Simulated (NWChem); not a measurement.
# C2H3N (isocyanomethane) at 6 levels

Aim: a comparison of 6 runs (B3LYP/6-31G*, B3LYP/def2-SVPD, PBE0/def2-SVPD, SVWN5/def2-SVPD, r2SCAN/def2-SVPD, CCSD(T)/def2-SVPD) of C2H3N (isocyanomethane). 

The calculation is run with NWChem 7.3.0.

## 1. The structure to begin with

The species is C2H3N (6 atoms), meant as a singlet with charge 0. SMILES: `[C-]#[N+]C`. Geometry: relaxed at PBE0-D4/def2-TZVP.

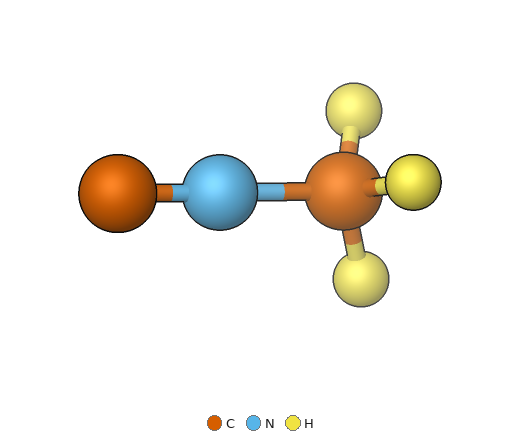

Viewed from a chosen angle; carbon orange, nitrogen blue, hydrogen yellow.

## 2. Energy and forces at B3LYP/6-31G(d) (Cartesian functions) (run 1)

job.nw reads:

```
start job
memory stack 880 mb heap 220 mb global 1100 mb
charge 0
geometry noautosym nocenter noautoz
  C        0.799440      -1.723200       0.884040
  N        0.355210      -0.765800       0.392860
  C       -0.182520       0.393390      -0.201820
  H       -1.130780       0.156250      -0.686030
  H        0.510850       0.783150      -0.948300
  H       -0.352210       1.156210       0.559240
end
basis cartesian
  * library 6-31G*
end
dft
  xc b3lyp
  grid xfine
  convergence energy 1e-08
  maxiter 100
  mulliken
  print low
end
task dft gradient
```

Run with:

```
nwchem job.nw > job.out
```

The program printed:

```text
[...]
 d= 0,ls=0.0,diis     1   -132.6866253041 -1.93D+02  9.79D-03  3.29D-01     1.0
[...]
 d= 0,ls=0.0,diis     8   -132.7161033648  4.86D-09  4.54D-06  1.07D-07     6.7
         Total DFT energy =     -132.716103364819
      One electron energy =     -297.121812156526
           Coulomb energy =      122.858368634259
    Exchange-Corr. energy =      -18.804261129003
 Nuclear repulsion energy =       60.351601286452
[...]
      Total Density - Mulliken Population Analysis
     ---------------------------------------------
    Atom       Charge   Shell Charges
 -----------   ------   -------------------------------------------------------
    1 C    6     6.07   1.99  0.81  1.66  1.03  0.59 -0.01
    2 N    7     7.19   1.99  0.79  2.53  0.71  1.17 -0.01
    3 C    6     6.34   1.99  0.69  2.14  0.59  0.88  0.04
    4 H    1     0.80   0.53  0.28
    5 H    1     0.80   0.53  0.28
    6 H    1     0.80   0.53  0.28
[...]
                         DFT ENERGY GRADIENTS
    atom               coordinates                        gradient
                 x          y          z           x          y          z
   1 C       1.510723  -3.256376   1.670593   -0.011169   0.024076  -0.012351
   2 N       0.671250  -1.447152   0.742398    0.008027  -0.017297   0.008874
   3 C      -0.344913   0.743399  -0.381384    0.001372  -0.002979   0.001528
   4 H      -2.136864   0.295270  -1.296409    0.002201  -0.000182   0.001303
   5 H       0.965367   1.479939  -1.792027   -0.001077  -0.001437   0.001828
   6 H      -0.665580   2.184920   1.056810    0.000646  -0.002181  -0.001182
 Task  times  cpu:        8.0s     wall:        8.0s
 Total times  cpu:        8.0s     wall:        8.0s
```

Wall time 8.7 s (1 thread of Intel Xeon 6975P-C (Granite Rapids), shared host); peak memory 0.14 GiB.

## 3. Energy and forces at B3LYP/def2-SVPD (run 2)

c2h3n.xyz reads:

```xyz
6
C2H3N B3LYP
C      0.799440    -1.723200     0.884040
N      0.355210    -0.765800     0.392860
C     -0.182520     0.393390    -0.201820
H     -1.130780     0.156250    -0.686030
H      0.510850     0.783150    -0.948300
H     -0.352210     1.156210     0.559240
```

c2h3n.nw reads:

```
start c2h3n
title "C2H3N B3LYP"
memory total 2200 mb
geometry noautosym nocenter noautoz
  load format xyz c2h3n.xyz
end
basis spherical bse
  C library def2-SVPD
  N library def2-SVPD
  H library def2-SVPD
end
dft
  xc b3lyp
  grid xfine
  convergence energy 1e-08
  maxiter 100
  mulliken
end
task dft gradient
```

Run with:

```
nwchem c2h3n.nw > c2h3n.out
```

The program printed:

```text
[...]
          Wavefunction type:  closed shell.
          No. of atoms     :     6
          No. of electrons :    22
[...]
          Charge           :     0
          Spin multiplicity:     1
[...]
          AO basis - number of functions:    84
[...]
              XC Information
              --------------
                         B3LYP Method XC Potential
                     Hartree-Fock (Exact) Exchange  0.200
                        Slater Exchange Functional  0.800 local
                    Becke 1988 Exchange Functional  0.720 non-local
              Lee-Yang-Parr Correlation Functional  0.810
                  VWN I RPA Correlation Functional  0.190 local
[...]
 d= 0,ls=0.0,diis     1   -132.5994108299 -1.93D+02  1.34D-02  2.46D-01     1.7
[...]
 d= 0,ls=0.0,diis     8   -132.6270210795  2.65D-09  3.47D-06  1.14D-07    12.0
         Total DFT energy =     -132.627021079479
      One electron energy =     -296.762180478673
           Coulomb energy =      122.548379851564
    Exchange-Corr. energy =      -18.764821738821
 Nuclear repulsion energy =       60.351601286452
[...]
      Total Density - Mulliken Population Analysis
     ---------------------------------------------
    Atom       Charge   Shell Charges
 -----------   ------   -------------------------------------------------------
    1 C    6     6.57   1.99  1.13  0.83  0.22  1.71  0.62  0.06  0.02
    2 N    7     6.85   1.99  1.04  0.32 -0.39  2.49  1.10  0.02  0.28
    3 C    6     5.13   1.98  0.94 -0.41  0.10  2.15  0.26  0.04  0.07
    4 H    1     1.15   0.76  0.34  0.02  0.02
    5 H    1     1.15   0.76  0.34  0.02  0.02
    6 H    1     1.15   0.76  0.34  0.02  0.02
[...]
  wavefunction    = closed shell
                         DFT ENERGY GRADIENTS
    atom               coordinates                        gradient
                 x          y          z           x          y          z
   1 C       1.510723  -3.256376   1.670593   -0.007159   0.015432  -0.007917
   2 N       0.671250  -1.447152   0.742398    0.004605  -0.009922   0.005090
   3 C      -0.344913   0.743399  -0.381384    0.000043  -0.000116   0.000059
   4 H      -2.136864   0.295270  -1.296409    0.004525   0.000683   0.002420
   5 H       0.965367   1.479939  -1.792027   -0.002980  -0.002186   0.003620
   6 H      -0.665580   2.184920   1.056810    0.000965  -0.003891  -0.003272
[...]
```

It took 16 s on 1 thread of Intel Xeon 6975P-C (Granite Rapids), shared host; peak memory 0.14 GiB.

Runs 3 to 5 aren't shown in full; the table further down has their settings and results.

## 4. The energy at CCSD(T)/def2-SVPD (run 6)

mol.nw reads:

```
start mol
memory stack 880 mb heap 220 mb global 1100 mb
charge 0
geometry noautosym nocenter noautoz
  C      0.799440    -1.723200     0.884040
  N      0.355210    -0.765800     0.392860
  C     -0.182520     0.393390    -0.201820
  H     -1.130780     0.156250    -0.686030
  H      0.510850     0.783150    -0.948300
  H     -0.352210     1.156210     0.559240
end
basis spherical bse
  * library def2-SVPD
end
scf
  thresh 1e-08
  maxiter 80
end
ccsd
  freeze core 3
  maxiter 60
end
task ccsd(t) energy
```

Run with:

```
nwchem mol.nw > mol.out
```

The program printed:

```text
[...]
  functions       =    84
[...]
  wavefunction    = RHF
[...]
         Total SCF energy =   -131.799757920643
      One-electron energy =   -296.431097756455
      Two-electron energy =    104.279738549361
 Nuclear repulsion energy =     60.351601286452
        Time for solution =      4.3s
[...]
 Total MP2 energy:           -132.228997113771953
[...]
             energy      energy      error      ampl     ampl      Block
                                                time     time      time
[...]
 Total CCSD energy:           -132.254295148353890
[...]
 Total CCSD+T(CCSD) energy:           -132.273586593122559
[...]
 Total CCSD(T) energy:                -132.272582472580467
[...]
```

Run time: 45 s. Hardware: 1 thread of Intel Xeon 6975P-C (Granite Rapids), shared host; peak memory 0.2 GiB.

## 5. Overview of the runs

```tsv
run	level	Cartesian functions	task	energy (Eh)	largest force (eV/Å)	wall time
1	B3LYP/6-31G* (Cartesian functions)	yes	gradient	-132.716103	1.505	8.7 s
2	B3LYP/def2-SVPD	no	gradient	-132.627021	0.965	16 s
3	PBE0/def2-SVPD	no	gradient	-132.461275	0.831	16 s
4	SVWN5/def2-SVPD	no	gradient	-131.444325	1.891	8.4 s
5	r2SCAN/def2-SVPD	no	gradient	-132.537059	1.376	27 s
6	CCSD(T)/def2-SVPD	no	energy	-132.272582	–	45 s
```

## 6. Results

| quantity | value |
| --- | --- |
| run 6: total energy | -132.27258 Eh |
| run 6: HOMO energy (Hartree–Fock orbitals) | -12.72 eV |
| run 6: LUMO energy (Hartree–Fock orbitals) | 2.41 eV |
| run 6: HOMO–LUMO gap (Hartree–Fock orbitals) | 15.13 eV |
| run 6: correlation energy (3 core orbitals frozen) | -472.8 mEh |
| run 6: (T) correction | -18.29 mEh |

What this shows: Over runs 2, 3, 4, 5 the dipole moment (its size) runs from 3.90 D (B3LYP/def2-SVPD) to 4.12 D (SVWN5/def2-SVPD). Over runs 2, 3, 4, 5 the HOMO–LUMO gap runs from 6.41 eV (SVWN5/def2-SVPD) to 9.10 eV (PBE0/def2-SVPD). Totals of different functionals can't be ranked against each other. All runs together took 2 min, the longest 45 s.
